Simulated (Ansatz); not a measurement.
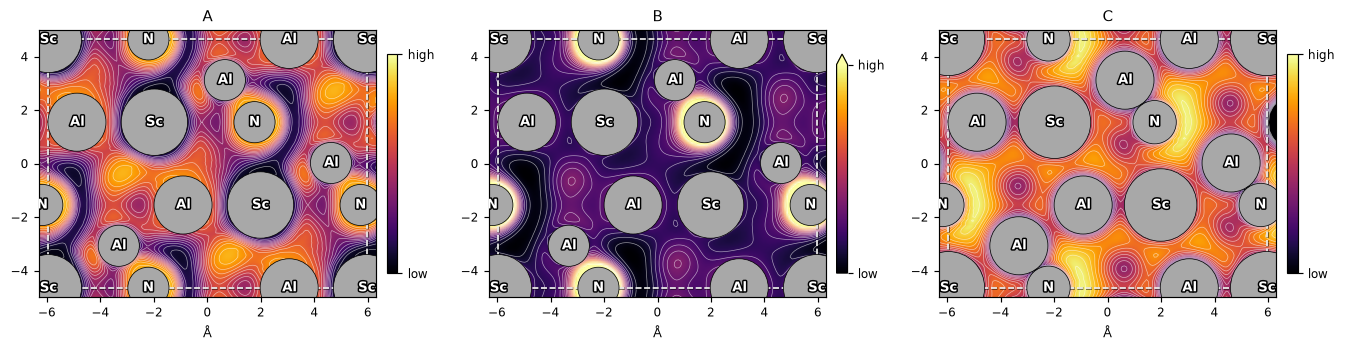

ScAl₄N: 3 fields on the (110) plane of the conventional cell, with unlabelled colour scales. Grey discs cover the atomic cores.

Space group R3m; a structure generated by program, which may or may not match a known phase.

All numbers below come from DFT PBE, scalar-relativistic, plane waves, PAW (Ansatz 0.2.0).

The panels show electron localisation function, electrostatic potential energy of an electron and valence pseudo-density in some order. Assign them.

Answer. Panel A: electron localisation function. Panel B: valence pseudo-density. Panel C: electrostatic potential energy of an electron (low next to the atoms, rising into the space between them). From the grid: Sc–N (3.10 Å): the density is about 0.1 e/Å³ at the midpoint; the ELF is about 0.10 at the midpoint; no shared electron pair shows on this line.
